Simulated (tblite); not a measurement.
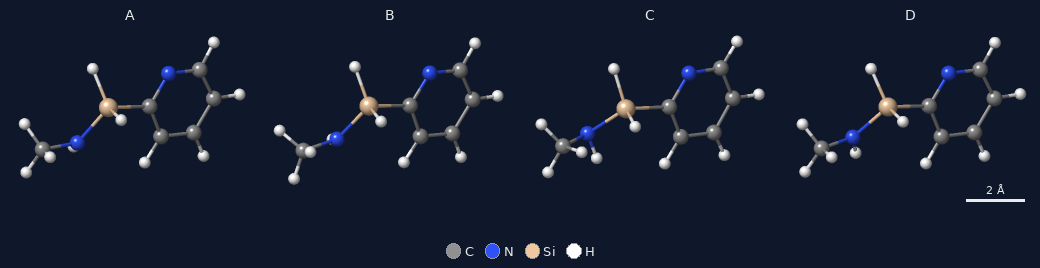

4 geometries from one relaxation of C6H10N2Si, in shuffled order. Style: ball-and-stick. Shown from a free direction.

Theory: GFN2-xTB geometry optimisation, gas phase in tblite 0.8.0. 

Q: Put them in the order of the run, from the start to the converged end.

A: C, D, A, B. They are steps 0, 14, 36, 88, at +15.8 kcal/mol, +2.57 kcal/mol, +0.78 kcal/mol relative to the last. After 88 geometry steps the energy has fallen by 15.8 kcal/mol. The largest move after the best rigid fit is that of an H atom, 0.71 Å. By element the largest moves are H 0.71 Å, N 0.51 Å, Si 0.25 Å, C 0.17 Å. Near-neighbour distances that change, for instance: N–Si 1.771 → 1.722 Å, C–H 1.131 → 1.087 Å, C–N 1.482 → 1.444 Å, C–Si 1.855 → 1.889 Å. Bond angles that change, for instance: C–N–Si 105.0° → 122.3°, N–Si–H 109.2° → 117.1°, N–Si–C 113.1° → 105.5°. The run took 0.74 s on 1 thread of Arm Neoverse V1, on a shared host.
